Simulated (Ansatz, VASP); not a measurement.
# Cross-check of GaN between VASP and Ansatz

One calculation is typed for both programs; each brings its own data sets. How far apart do they land? Valence electrons are named where the data sets of a main pair hold unlike numbers.

Calculated with Ansatz 0.2.0; plane waves, with VASP 6.6.1 beside it; band structure at PBE and single point at PBE.

### Step 1. Starting point

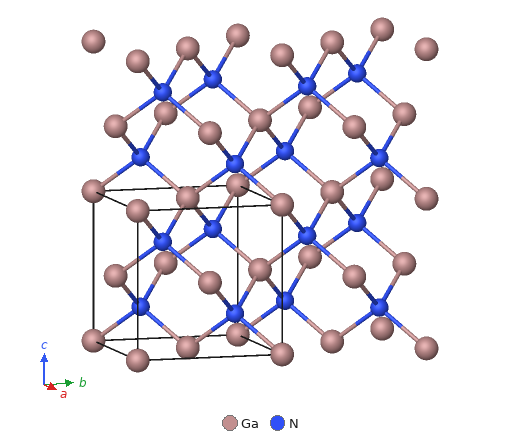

Start, viewed slightly off an axis; gallium pink, nitrogen blue. 1×2×2 cells are drawn. This picture shows the conventional cell, with its axes. Bonds to atoms that aren't drawn are left out. Some periodic images of atoms are drawn too.

### Step 2. VASP: band structure, PBE

The same path points are solved in both programs, so levels can be compared one by one.

Lines of VASP's logs that name or quote its potential files are left out, and so is its time.

The input, INCAR:

```
SYSTEM = GaN
PREC = Accurate
ENCUT = 450
EDIFF = 1E-08
NELM = 100
ISMEAR = 0
SIGMA = 0.01
LREAL = .FALSE.
ALGO = Normal
GGA = PE
NBANDS = 15
LORBIT = 11
LWAVE = .TRUE.
LCHARG = .FALSE.
KPAR = 8
```

The input, POSCAR:

```
GaN
1.0
    0.0000000000      2.2535006075      2.2535006075
    2.2535006075      0.0000000000      2.2535006075
    2.2535006075      2.2535006075      0.0000000000
Ga N
1 1
Direct
    0.0000000000      0.0000000000      0.0000000000
    0.7500000000      0.7500000000      0.7500000000
```

The input, KPOINTS:

```
Automatic mesh
0
Gamma
4 4 4
0 0 0
```

The input, KPOINTS_OPT:

```
Line mode
12
Line-mode
Reciprocal
  0.00000000   0.00000000   0.00000000 GAMMA
  0.50000000   0.00000000   0.50000000 X

  0.50000000   0.00000000   0.50000000 X
  0.50000000   0.25000000   0.75000000 W

  0.50000000   0.25000000   0.75000000 W
  0.37500000   0.37500000   0.75000000 K

  0.37500000   0.37500000   0.75000000 K
  0.00000000   0.00000000   0.00000000 GAMMA

  0.00000000   0.00000000   0.00000000 GAMMA
  0.50000000   0.50000000   0.50000000 L

  0.50000000   0.50000000   0.50000000 L
  0.62500000   0.25000000   0.62500000 U

  0.62500000   0.25000000   0.62500000 U
  0.50000000   0.25000000   0.75000000 W

  0.50000000   0.25000000   0.75000000 W
  0.50000000   0.50000000   0.50000000 L

  0.50000000   0.50000000   0.50000000 L
  0.37500000   0.37500000   0.75000000 K

  0.62500000   0.25000000   0.62500000 U
  0.50000000   0.00000000   0.50000000 X
```

PAW data sets: Ga_d_GW and N_GW (PBE family, release 64).

Command:

```console
$ mpirun -np 8 vasp_std
```

Numbers of over 12 decimals in the logs are rounded to 6 here.

What it wrote:

```text
[banner, memory and clock lines left out]
running    8 mpi-ranks, on    1 nodes
 distrk:  each k-point on    1 cores,    8 groups
 distr:  one band on    1 cores,    1 groups

 POSCAR found type information on POSCAR GaN
 POSCAR found :  2 types and       2 ions
|                                                                             |
|           W    W    AA    RRRRR   N    N  II  N    N   GGGG   !!!           |
|           W    W   A  A   R    R  NN   N  II  NN   N  G    G  !!!           |
|           W    W  A    A  R    R  N N  N  II  N N  N  G       !!!           |
|           W WW W  AAAAAA  RRRRR   N  N N  II  N  N N  G  GGG   !            |
|           WW  WW  A    A  R   R   N   NN  II  N   NN  G    G                |
|           W    W  A    A  R    R  N    N  II  N    N   GGGG   !!!           |
|                                                                             |
|     For optimal performance we recommend to set                             |
|       NCORE = 2 up to number-of-cores-per-socket                            |
|     NCORE specifies how many cores store one orbital (NPAR=cpu/NCORE).      |
|     This setting can greatly improve the performance of VASP for DFT.       |
|     The default, NCORE=1 might be grossly inefficient on modern             |
|     multi-core architectures or massively parallel machines. Do your        |
|     Unfortunately you need to use the default for GW and RPA                |
|     calculations (for HF NCORE is supported but not extensively tested      |
|     yet).                                                                   |
|                                                                             |

 LDA part: xc-table for (Slater+PW92), standard interpolation
 POSCAR, INCAR and KPOINTS ok, starting setup
 FFT: planning ... GRIDC
 FFT: planning ... GRID_SOFT
 FFT: planning ... GRID
 WAVECAR not read
 entering main loop
       N       E                     dE             d eps       ncg     rms          rms(c)
DAV:   1     0.139363883453E+03    0.13936E+03   -0.10114E+04   248   0.187E+03
DAV:   2    -0.454045633278E+01   -0.14390E+03   -0.13819E+03   261   0.390E+02
DAV:   3    -0.139402655194E+02   -0.93998E+01   -0.93552E+01   303   0.112E+02
DAV:   4    -0.141094084433E+02   -0.16914E+00   -0.16912E+00   289   0.171E+01
DAV:   5    -0.141144337104E+02   -0.50253E-02   -0.50252E-02   304   0.299E+00    0.111E+01
DAV:   6    -0.120721913858E+02    0.20422E+01   -0.53513E+00   360   0.487E+01    0.519E+00
DAV:   7    -0.120725814956E+02   -0.39011E-03   -0.30905E-01   289   0.885E+00    0.321E+00
DAV:   8    -0.120684626909E+02    0.41188E-02   -0.50280E-02   282   0.361E+00    0.378E-01
DAV:   9    -0.120667512849E+02    0.17114E-02   -0.67326E-03   366   0.237E+00    0.734E-02
DAV:  10    -0.120670068646E+02   -0.25558E-03   -0.76452E-04   262   0.525E-01    0.207E-02
DAV:  11    -0.120669956770E+02    0.11188E-04   -0.67906E-05   416   0.187E-01    0.740E-03
DAV:  12    -0.120669974936E+02   -0.18166E-05   -0.75071E-06   254   0.303E-02    0.357E-03
DAV:  13    -0.120669973428E+02    0.15087E-06   -0.61629E-07   370   0.119E-02    0.372E-04
DAV:  14    -0.120669973323E+02    0.10506E-07   -0.32379E-08   254   0.231E-03    0.206E-04
DAV:  15    -0.120669973503E+02   -0.18018E-07   -0.14738E-09   169   0.560E-04    0.224E-05
DAV:  16    -0.120669973522E+02   -0.19486E-08   -0.41034E-10   127   0.288E-04
   1 F= -.12066997E+02 E0= -.12066997E+02  d E =-.120423E-89
 Start KPOINTS_OPT (optional k-point list driver)
k-point batch [1-8\120]
       N       E                     dE             ncg
DAV:   1     0.578196548205E+03   -0.15033E+04      248
DAV:   2    -0.545689031714E+03   -0.11239E+04      275
DAV:   3    -0.633897376675E+03   -0.88208E+02      289
DAV:   4    -0.635506762452E+03   -0.16094E+01      303
DAV:   5    -0.635549017401E+03   -0.42255E-01      304
DAV:   6    -0.635550883153E+03   -0.18658E-02      327
DAV:   7    -0.635550943399E+03   -0.60246E-04      318
DAV:   8    -0.635550948167E+03   -0.47672E-05      352
DAV:   9    -0.635550948182E+03   -0.15756E-07      285
DAV:  10    -0.635550948182E+03    0.29729E-09      260
[...]
k-point batch [113-120\120]
       N       E                     dE             ncg
DAV:   1     0.374680313428E+03   -0.56674E+04      264
DAV:   2    -0.658469148452E+03   -0.10331E+04      303
DAV:   3    -0.718560774642E+03   -0.60092E+02      310
DAV:   4    -0.719665051045E+03   -0.11043E+01      303
DAV:   5    -0.719703643874E+03   -0.38593E-01      318
DAV:   6    -0.719705866433E+03   -0.22226E-02      343
DAV:   7    -0.719705908935E+03   -0.42501E-04      334
DAV:   8    -0.719705909093E+03   -0.15845E-06      341
DAV:   9    -0.719705909094E+03   -0.13284E-08      253
 writing wavefunctions
```

OUTCAR, selected parts (step 2):

```text
ion  position               nearest neighbor table
   1  0.000  0.000  0.000-   2 1.95   2 1.95   2 1.95   2 1.95
   2  0.750  0.750  0.750-   1 1.95   1 1.95   1 1.95   1 1.95

  LATTYP: Found a face centered cubic cell.
 ALAT       =     4.5070012150

 Subroutine GETGRP returns: Found 24 space group operations
 (whereof 24 operations were pure point group operations)

The static configuration has the point symmetry T_d .

 Found      8 irreducible k-points:

   k-points           NKPTS =      8   k-points in BZ     NKDIM =      8   number of bands    NBANDS=     15

   dimension x,y,z NGX =    24 NGY =   24 NGZ =   24
   dimension x,y,z NGXF=    48 NGYF=   48 NGZF=   48

   ENCUT  =  450.0 eV  33.07 Ry    5.75 a.u.   5.51  5.51  5.51*2*pi/ulx,y,z

   NELECT =      18.0000    total number of electrons

 k-points in reciprocal lattice and weights: Automatic mesh
   0.00000000  0.00000000  0.00000000       0.016
   0.25000000  0.00000000  0.00000000       0.125
   0.50000000  0.00000000  0.00000000       0.062
   0.25000000  0.25000000  0.00000000       0.094
   0.50000000  0.25000000  0.00000000       0.375
  -0.25000000  0.25000000  0.00000000       0.188
   0.50000000  0.50000000  0.00000000       0.047
  -0.25000000  0.50000000  0.25000000       0.094

 average (electrostatic) potential at core
       1 -63.7305       2 -61.3268

 E-fermi :   5.2816

 k-point     1 :       0.0000    0.0000    0.0000
  band No.  band energies     occupation
    ...
      5      -8.0792      2.00000
      6      -8.0792      2.00000
      7       5.1406      2.00000
      8       5.1406      2.00000
      9       5.1406      2.00000
     10       6.8453      0.00000
     11      15.3934      0.00000
     12      15.3934      0.00000
     13      15.3934      0.00000
     14      22.7285      0.00000
    ...

 k-point     2 :       0.2500    0.0000    0.0000
  band No.  band energies     occupation
    ...
      5      -8.0743      2.00000
      6      -8.0177      2.00000
      7       1.2679      2.00000
      8       4.6193      2.00000
      9       4.6193      2.00000
     10       9.1848      0.00000
     11      13.8967      0.00000
     12      15.8510      0.00000
     13      15.8510      0.00000
     14      21.1041      0.00000
    ...

 k-point     3 :       0.5000    0.0000    0.0000
  band No.  band energies     occupation
    ...
      5      -8.0321      2.00000
      6      -6.8008      2.00000
      7      -1.9214      2.00000
      8       4.1709      2.00000
      9       4.1709      2.00000
     10       9.7499      0.00000
     11      13.8566      0.00000
     12      15.4497      0.00000
     13      15.4497      0.00000
     14      20.7385      0.00000
    ...

  Total        0.4978902      0.4978902      0.4978902     -0.0000000      0.0000000     -0.0000000
  in kB       34.8530747     34.8530747     34.8530747     -0.0000000      0.0000000     -0.0000000
  external PRESSURE =      34.8530747 kB  Pullay stress =       0.0000000 kB

  energy-cutoff  :      450.00
  volume of cell :       22.89
      direct lattice vectors                 reciprocal lattice vectors
     0.000000000  2.253500607  2.253500607    -0.221877020  0.221877020  0.221877020
     2.253500607  0.000000000  2.253500607     0.221877020 -0.221877020  0.221877020
     2.253500607  2.253500607  0.000000000     0.221877020  0.221877020 -0.221877020

 POSITION                                       TOTAL-FORCE (eV/Angst)
 -----------------------------------------------------------------------------------
      0.00000      0.00000      0.00000         0.000000      0.000000      0.000000
      3.38025      3.38025      3.38025        -0.000000     -0.000000     -0.000000
 -----------------------------------------------------------------------------------
    total drift:                               -0.000016     -0.000016     -0.000016

  FREE ENERGIE OF THE ION-ELECTRON SYSTEM (eV)
  ---------------------------------------------------
  free  energy   TOTEN  =       -12.0669973522 eV

  energy  without entropy=      -12.0669973522  energy(sigma->0) =      -12.06699735

 total charge
# of ion       s       p       d       tot
------------------------------------------
    1        0.776   0.901  10.129  11.806
    2        1.193   2.464   0.000   3.656
--------------------------------------------------
tot          1.969   3.364  10.129  15.462

[... 3 further parts left out ...]
```

The run ends at a pressure of 3.49 GPa.

### Step 3. Ansatz: band structure, PBE

Ansatz runs on its default PAW (the set named soft_2) files.

The same cell, functional, mesh and smearing now go to Ansatz, which takes its cutoff from its data sets.

The input, input.yaml:

```yaml
crystal:
  lattice:
    - [0.0, 2.2535006075, 2.2535006075]
    - [2.2535006075, 0.0, 2.2535006075]
    - [2.2535006075, 2.2535006075, 0.0]
  atoms:
    - { symbol: Ga, position: [0.0, 0.0, 0.0] }
    - { symbol: "N", position: [0.75, 0.75, 0.75] }
hamiltonian:
  xc: pbe
  pseudopotentials: { kind: paw }
kpoints:
  mp_grid: { grid: [4, 4, 4] }
  band_path:
    path:
      - [0.0, 0.0, 0.0]
      - [0.18182, 0.0, 0.18182]
      - [0.36364, 0.0, 0.36364]
      - [0.5, 0.0, 0.5]
      - [0.5, 0.09091, 0.59091]
      - [0.5, 0.18182, 0.68182]
      - [0.5, 0.25, 0.75]
      - [0.45455, 0.29545, 0.75]
      - [0.40909, 0.34091, 0.75]
      - [0.375, 0.375, 0.75]
      - [0.20455, 0.20455, 0.40909]
      - [0.06818, 0.06818, 0.13636]
      - [0.04545, 0.04545, 0.04545]
      - [0.22727, 0.22727, 0.22727]
      - [0.40909, 0.40909, 0.40909]
      - [0.51136, 0.47727, 0.51136]
      - [0.55682, 0.38636, 0.55682]
      - [0.60227, 0.29545, 0.60227]
      - [0.61364, 0.25, 0.63636]
      - [0.56818, 0.25, 0.68182]
      - [0.51136, 0.25, 0.73864]
      - [0.5, 0.29545, 0.70455]
      - [0.5, 0.38636, 0.61364]
      - [0.5, 0.47727, 0.52273]
      - [0.47727, 0.47727, 0.54545]
      - [0.43182, 0.43182, 0.63636]
      - [0.38636, 0.38636, 0.72727]
      - [0.60227, 0.20455, 0.60227]
      - [0.55682, 0.11364, 0.55682]
      - [0.5, 0.0, 0.5]
    npoints: 1
scf:
  occupations: { method: gaussian, width: 0.01 }
  n_extra_bands: 7
output:
  forces: true
  stress: true
  eigenvalues: true
```

Command:

```console
$ ansatz run input.yaml --threads 2 --pin off --max-ram 4608MiB --backend cpu --events-out ev --progress --plain --runs-dir out
```

What it wrote:

```text
scf.n_extra_bands = 7 over 9 filled bands (N_el = 18.0): the run solves 16 bands
Engine: ansatz 0.2.0, aarch64-unknown-linux-gnu
Pseudopotentials: kind: paw
Pseudopotential: Ga, paw, valence charge 13, recommended cutoff 420 eV (normal), Ga.paw.azcp
Pseudopotential: N, paw, valence charge 5, recommended cutoff 420 eV (normal), N.paw.azcp
Functional definition: PBE
  parameter kappa = 0.804
  parameter beta = 0.066725
  exchange = pbe_x(kappa = kappa, mu = beta*pi^2/3)
  correlation = pbe_c(beta = beta)
Crystal: 2 atoms, lattice volume = 22.888 Å³
Basis set: ecut = 420 eV, 459 PW (Γ), exchange–correlation on 48×48×48 points (8 copies of the dense FFT grid, shifted against one another)
Bands: 16, of which v1, the nominal top of the filled ones, is band 9 counted from 1 (8 counted from 0)
Symmetry: 24 space group operations
Space group: F-43m (ITA 216), of the structure as read, at distance tolerance 2.8e-5 Å
k-points: 8 of 64 (time reversal used)
Non-local potential: Ga, projectors of the file, l = 0: 2, l = 1: 2, l = 2: 3, l = 3: 1
Non-local potential: N, projectors of the file, l = 0: 2, l = 1: 2, l = 2: 1
PAW form: soft (Blöchl's): semilocal exchange-correlation on the pseudo side does not see the compensation charge
PAW one-centre angular grid: Ga, 590 points (default); XC on 64 Gauss nodes
PAW one-centre angular grid: N, 110 points (default); XC on 64 Gauss nodes
Initial density: superposition of atomic densities (neutral atoms: chi_scale 0, normalization atom), corrected by the library's trained network
Initial wavefunctions: pseudopotential atomic-orbital guess
Functional: x = pbe(κ = 0.804, μ = 0.219515), c = pbe(β = 0.066725)
SCF iter   1: F=—  HF=-4167.834829 eV  |F-HF|=—  |Δ(HF+E_count)|=         —  Δρ=2.75e-3  dr2=1.90e-3  ethr=1.77e-3  ⟨swp⟩=5.0  Hψ=645  notcnv=0
preconditioner: auto → none  [insulator: Δε(μ)=1.714 eV  Ē_g=22.935 eV  σ=0.010 eV  W_gap=1.00  n_scr=8 (ndim 8)  ℏωp=32.9 eV  f_vac=0.001  D(μ)=0.00/eV (n_scr^D=0)  ε∞_Penn≈3.1]
SCF iter   2: F=—  HF=-4167.834665 eV  |F-HF|=—  |Δ(HF+E_count)|=   1.64e-4  Δρ=1.02e-3  dr2=2.86e-4  ethr=1.06e-5  ⟨swp⟩=2.1  Hψ=246  notcnv=0  defer=19
SCF iter   3: F=—  HF=-4167.834664 eV  |F-HF|=—  |Δ(HF+E_count)|=   2.63e-7  Δρ=1.57e-4  dr2=3.14e-6  ethr=1.59e-6  ⟨swp⟩=2.1  Hψ=175  notcnv=0  defer=19
SCF iter   4: F=—  HF=-4167.834677 eV  |F-HF|=—  |Δ(HF+E_count)|=   1.22e-5  Δρ=6.56e-5  dr2=6.10e-7  ethr=1.75e-8  ⟨swp⟩=2.0  Hψ=181  notcnv=0  defer=19
iter 5 did not close the SCF: its close was put off for the readings that it lacked (scf_convergence_deferred on its scf_iter line)
SCF iter   5: F=-4167.834676 eV  HF=-4167.834676 eV  |F-HF|=1.81e-8  |Δ(HF+E_count)|=   6.24e-7  Δρ=1.34e-5  dr2=1.61e-8  ethr=3.39e-9  ⟨swp⟩=2.0  Hψ=181  notcnv=0  defer=19
SCF iter   6: F=-4167.834676 eV  HF=-4167.834676 eV  |F-HF|=1.28e-10  |Δ(HF+E_count)|=   2.07e-8  Δρ=2.49e-6  dr2=6.53e-10  ethr=8.96e-11  ⟨swp⟩=4.6  Hψ=508  notcnv=0
SCF 1 converged in 6 iterations: F = -4167.834676 eV  dr2 = 6.53e-10
  greatest PAW one-centre occupation: 0.995 electrons in one spin orbital (limit 2), on the Ga atom at site 0 (counted from 0), in its partial waves of l = 2
NSCF: frozen V_eff on 30 k-points
SCF converged after 6 iterations
Free energy (F): -4167.834676 eV
Harris-Foulkes:  -4167.834676 eV  (|F-HF|=1.28e-10)
Internal energy: -4167.834676 eV  (E = F + TS)
E sigma→0 (E₀):  -4167.834676 eV
Fermi energy:    10.546129 eV
--- Per-component energies (eV) ---
  E_band       = -5.314197
  E_kinetic    = 247.398598
  E_local      = -1950.433548  (includes V_loc(G=0)·N_el)
  E_nonlocal   = 474.376510
  E_hartree    = 897.504253
  E_xc         = -128.770476
  E_vxc        = -134.107688  (∫ρ·V_xc dr)
  E_paw        = -2120.475199  (= ΣΔE_a)
  E_vpaw       = -437.556581  (= ΣTr[D̂ρ^β])
  E_aug_tail   = 0.000139  (compensation charges beyond the density's cutoff)
  E_ewald      = -1587.434954
  E_smearing   = -0.000000  (= −TS)
  E_closure    = 0.000000  (closes the sum)
  Σ components = -4167.834676   (vs F -4167.834676, Δ=0.00e0)
--- Forces (eV/Å), atoms counted from 1 ---
  atom   1  Ga    -0.00000000     0.00000000     0.00000000
  atom   2  N      0.00000000    -0.00000000     0.00000000
  max |Σ_I F_I| component: 1.85e-17 eV/Å
--- Stress (GPa, compression-positive) ---
        4.962795       0.000000      -0.000000
       -0.000000       4.962795       0.000000
       -0.000000       0.000000       4.962795
  P = ⅓ Tr σ = 4.9628 GPa (49.628 kbar)
--- Band table (eV; the first three rows and the last of 8) ---
  k-point 0: bands = [... 5 lower, -3.5230, 9.6975, 9.6975, 9.6975, 11.3947, 19.9659, 19.9659, 19.9659, ... 3 higher]
  k-point 1: bands = [... 5 lower, -3.4622, 5.8250, 9.1748, 9.1748, 13.7366, 18.4557, 20.4214, 20.4214, ... 3 higher]
  k-point 2: bands = [... 5 lower, -2.2429, 2.6365, 8.7265, 8.7265, 14.3066, 18.4075, 20.0187, 20.0187, ... 3 higher]
  k-point 7: bands = [... 5 lower, -1.5229, 3.9793, 5.9900, 6.0431, 15.8944, 18.0669, 19.9258, 20.7917, ... 3 higher]
```

The job ended after 1.1 s (2 threads of Arm Neoverse N1, shared host; peak memory 0.26 GiB).

In the SCF lines HF is the Harris–Foulkes energy and dr2 the Hartree energy of the density residual, in eV; the loop may stop once dr2 is under the threshold and the program's other checks hold. Hψ counts applications of the Hamiltonian.

### Step 4. Comparison

Known differences besides the potentials themselves: the cutoff is 420 eV in Ansatz and 450 eV in VASP; VASP leaves aspherical gradient terms in its spheres out (LASPH is not set), Ansatz keeps them. Total energies have different zeros and are not compared.

The two programs side by side:

| quantity | Ansatz | VASP | difference |
| --- | --- | --- | --- |
| gap over the path points (eV) | 1.697 | 1.705 | -0.008 |

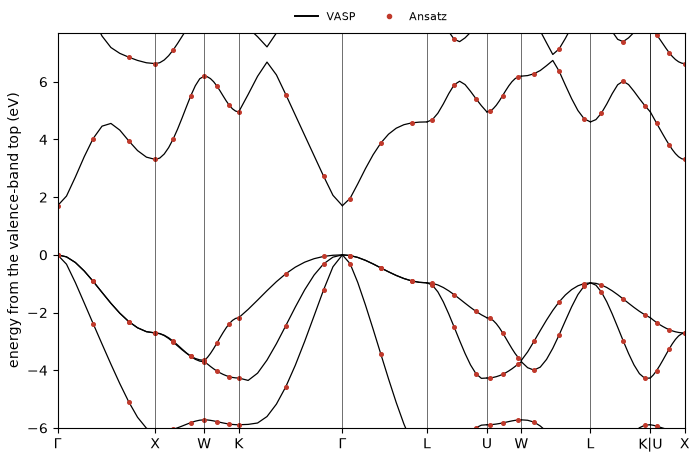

Bands from VASP (lines) and levels from Ansatz (dots). Dots without a line are higher empty bands that the VASP plot leaves out.

Levels at points of the path, from each program's valence-band top (eV; 3 filled, then empty):

| k (reciprocal lattice) | Ansatz | VASP |
| --- | --- | --- |
| 0.000 0.000 0.000 | 0.00 0.00 0.00 1.70 10.27 | 0.00 0.00 0.00 1.71 10.25 |
| 0.182 0.000 0.182 | -2.38 -0.92 -0.92 4.03 8.20 | -2.38 -0.92 -0.92 4.03 8.19 |
| 0.364 0.000 0.364 | -5.09 -2.31 -2.31 3.96 6.86 | -5.09 -2.31 -2.31 3.96 6.86 |
| 0.500 0.000 0.500 | -6.15 -2.71 -2.71 3.32 6.63 | -6.15 -2.71 -2.71 3.31 6.63 |
| 0.500 0.091 0.591 | -6.05 -3.02 -2.99 4.02 7.10 | -6.05 -3.02 -2.99 4.01 7.10 |
| 0.500 0.182 0.682 | -5.81 -3.52 -3.51 5.53 8.03 | -5.82 -3.52 -3.51 5.52 8.03 |
| 0.500 0.250 0.750 | -5.72 -3.71 -3.65 6.20 8.37 | -5.72 -3.71 -3.65 6.20 8.37 |
| 0.455 0.295 0.750 | -5.78 -4.02 -3.07 5.86 8.14 | -5.78 -4.02 -3.07 5.86 8.14 |
| 0.409 0.341 0.750 | -5.86 -4.22 -2.39 5.19 7.89 | -5.87 -4.22 -2.38 5.18 7.90 |
| 0.375 0.375 0.750 | -5.89 -4.27 -2.18 4.96 7.84 | -5.89 -4.27 -2.18 4.96 7.84 |

Among the levels compared at these points, filled levels agree within 5 meV and empty ones within 16 meV. Not compared: the pressure (VASP's GW data sets at this cutoff don't carry it).

(Part 1 of 2 ends here.)

[Lines on the potential files, build, host, timing and source positions are cut from VASP's logs without a mark.]

[Logs are printed without paths, hosts, clocks, repeated set-up lines and the standing remarks that a program may print on its own settings, such as how far it seeks lower states.]

[Hosts, paths, dates, database ids (printed as entryN), source tags and the programs' standing remarks are cut or masked in the printed files.]
